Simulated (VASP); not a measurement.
Consider the following.

```yaml
crystal:
  lattice:
    - [4.60119, 0.00000, 0.00000]
    - [0.00000, 4.60119, 0.00000]
    - [0.00000, 0.00000, 4.60119]
  atoms:
    - { symbol: V, position: [0.25000, 0.00000, 0.50000] }
    - { symbol: V, position: [0.50000, 0.25000, 0.00000] }
    - { symbol: V, position: [0.50000, 0.75000, 0.00000] }
    - { symbol: V, position: [0.75000, 0.00000, 0.50000] }
    - { symbol: V, position: [0.00000, 0.50000, 0.75000] }
    - { symbol: V, position: [0.00000, 0.50000, 0.25000] }
    - { symbol: Si, position: [0.50000, 0.50000, 0.50000] }
    - { symbol: Si, position: [0.00000, 0.00000, 0.00000] }
```

Calculation: LDA (Ceperley-Alder, Perdew-Zunger), VASP's LDA PAW potentials (set 64) (plane waves; VASP). Run with 400 eV cut-off, 8×8×8 Γ-centred mesh, tetrahedra with Blöchl corrections, potentials V_sv Si.

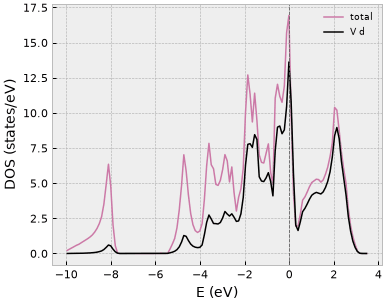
Fig. 1. Total and projected density of states, zero at the Fermi level

Within 2 eV below the Fermi level the largest weight inside VASP's projection spheres is V d.

It has no gap at this level: it comes out as a metal or semimetal.

The compound is V3Si in the A15 structure. It was relaxed first, which changed the volume by -7 %. The run is not spin-polarised, so no magnetic state was tried.
